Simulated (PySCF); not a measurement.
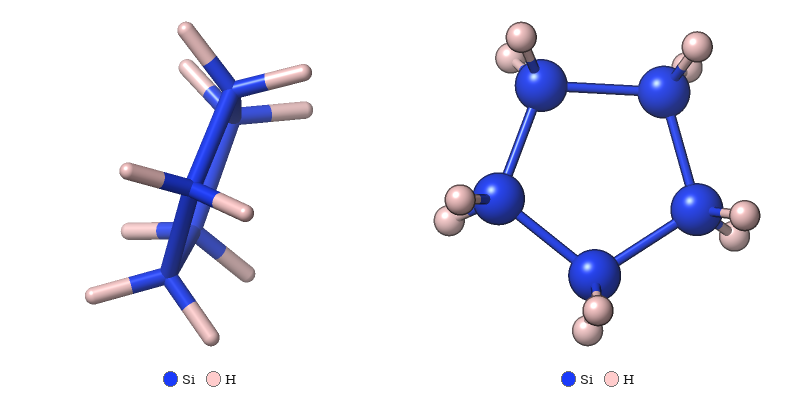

The same structure drawn twice, from different directions.

Count the atoms of each element.

Si₅H₁₀, 15 atoms: 5 silicon and 10 hydrogen.

Describe its rings.

Independent rings (smallest set): 1 of 5 members.

More results for the same structure follow; atom numbers are the same in all pictures, views and colours differ. Computed geometry: PBE0-D3(BJ)/def2-SVP optimisation. No frequency run is at hand to confirm it as a minimum.

**Geometry**

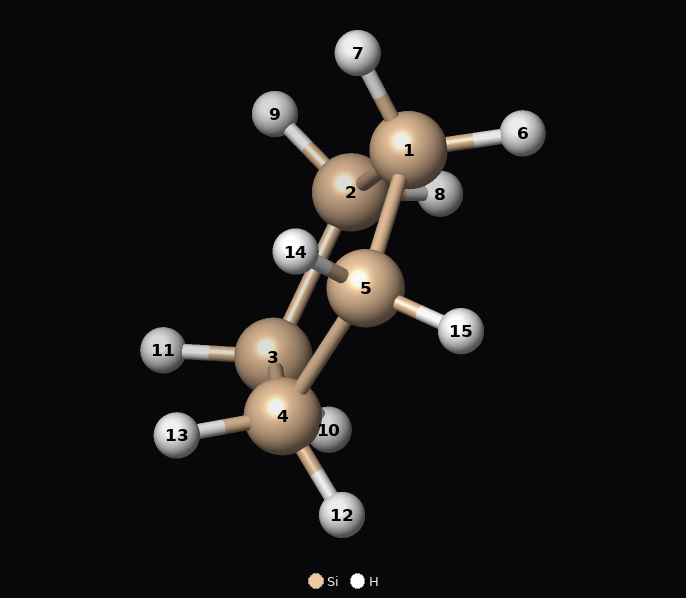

The atoms are numbered. No frequency run is at hand to confirm it as a minimum.

List the bonds and their lengths.

```tsv
bond	length (Å)	order
Si1–Si2	2.363	single
Si1–Si5	2.363	single
Si1–H6	1.497	single
Si1–H7	1.497	single
Si2–Si3	2.363	single
Si2–H8	1.497	single
Si2–H9	1.497	single
Si3–Si4	2.363	single
Si3–H10	1.497	single
Si3–H11	1.497	single
Si4–Si5	2.362	single
Si4–H12	1.497	single
Si4–H13	1.497	single
Si5–H14	1.497	single
Si5–H15	1.497	single
```

**Electronic properties**

No frequency run is at hand to confirm it as a minimum. Method: PBE0/def2-SVPD in acetone (IEF-PCM) (PySCF 2.14.0). Excitations: vertical, linear response.

Predict the main results.

- HOMO energy (Kohn–Sham orbital): −7.67 eV
- LUMO energy (Kohn–Sham orbital): −1.22 eV
- HOMO–LUMO gap: 6.44 eV
- mean static polarisability: 222.2 bohr³
- lowest vertical singlet excitation: 5.18 eV
- its oscillator strength: 0.000

**Charges**

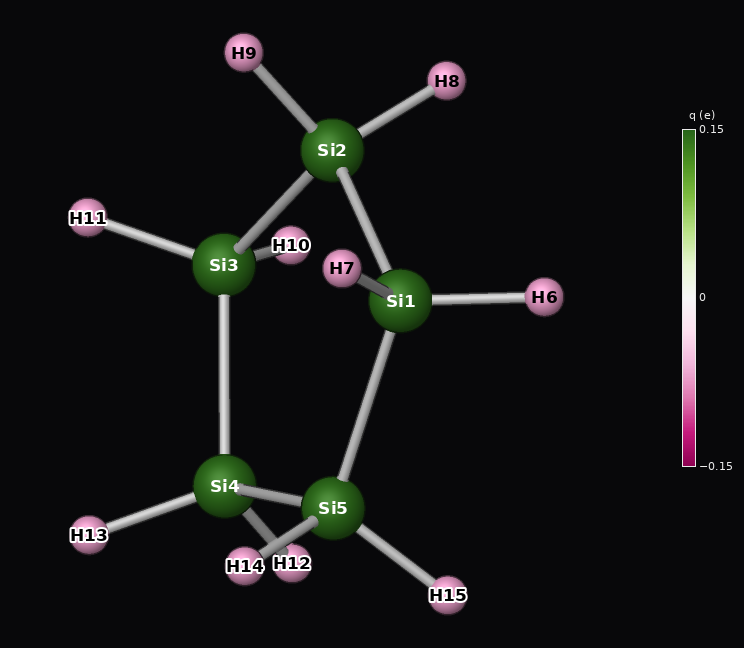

Atoms are coloured by their Hirshfeld charges. No frequency run is at hand to confirm it as a minimum. Level of theory: PBE0/pcSseg-1 in acetone (IEF-PCM) (PySCF 2.14.0).

Give the Hirshfeld charges atom by atom.

```json
{"atom": "Si1", "value (e)": "0.14"}
{"atom": "Si2", "value (e)": "0.14"}
{"atom": "Si3", "value (e)": "0.14"}
{"atom": "Si4", "value (e)": "0.14"}
{"atom": "Si5", "value (e)": "0.14"}
{"atom": "H6", "value (e)": "−0.07"}
{"atom": "H7", "value (e)": "−0.07"}
{"atom": "H8", "value (e)": "−0.07"}
{"atom": "H9", "value (e)": "−0.07"}
{"atom": "H10", "value (e)": "−0.07"}
{"atom": "H11", "value (e)": "−0.07"}
{"atom": "H12", "value (e)": "−0.07"}
{"atom": "H13", "value (e)": "−0.07"}
{"atom": "H14", "value (e)": "−0.07"}
{"atom": "H15", "value (e)": "−0.07"}
```

**Ring current**

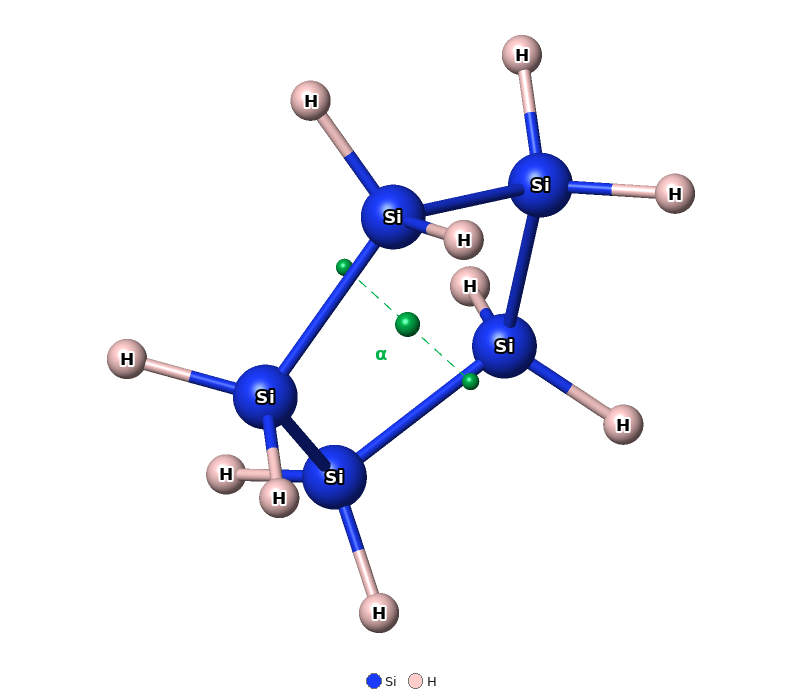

The small points mark where nucleus-independent chemical shifts (NICS) were computed: at the centre of each lettered ring and 1 Å above and below it. No frequency run is at hand to confirm it as a minimum. Level of theory: GIAO PBE0/pcSseg-1 NMR shielding, non-relativistic, IEF-PCM acetone (PySCF 2.14.0).

Give NICS(0), NICS(1) and the out-of-plane component NICS(1)zz for each ring (means of the two sides).

```csv
ring,members,NICS(0),NICS(1),NICS(1)zz
α,Si5,−2.3,−2.8,0.7
```

Values in ppm.

What do the values say about the ring currents?

Ring α: weak, as in a non-aromatic ring. NICS is one index among several.

**NMR shielding**

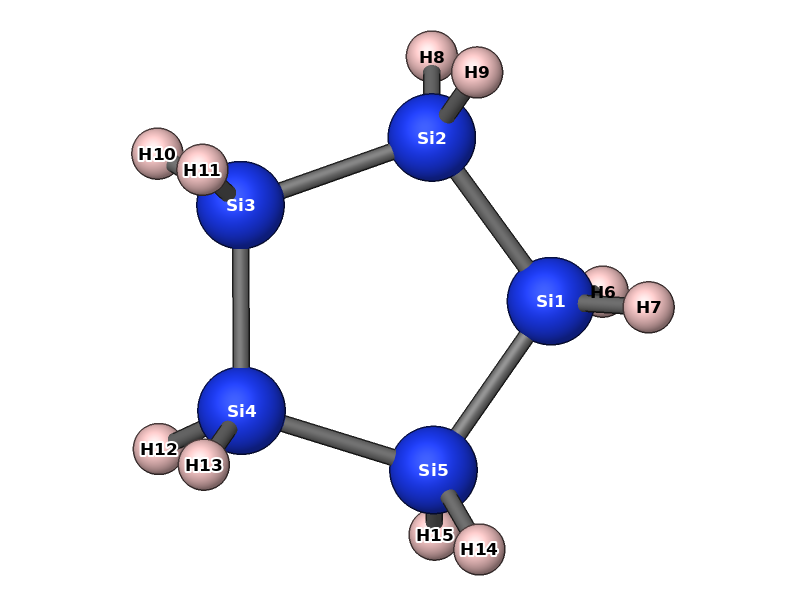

No frequency run is at hand to confirm it as a minimum. Level of theory: GIAO PBE0/pcSseg-1 NMR shielding, non-relativistic, IEF-PCM acetone (PySCF 2.14.0). Principal shieldings σ11 ≤ σ22 ≤ σ33, span Ω = σ33 − σ11, skew κ = 3(σiso − σ22)/Ω.

Give the shielding tensors of the Si atoms.

```csv
atom,σ11,σ22,σ33,σiso,Ω,κ
"Si1, Si2, Si3…",415.9,469.6,478.3,454.6,62.4,−0.72
```

Shieldings and span in ppm.
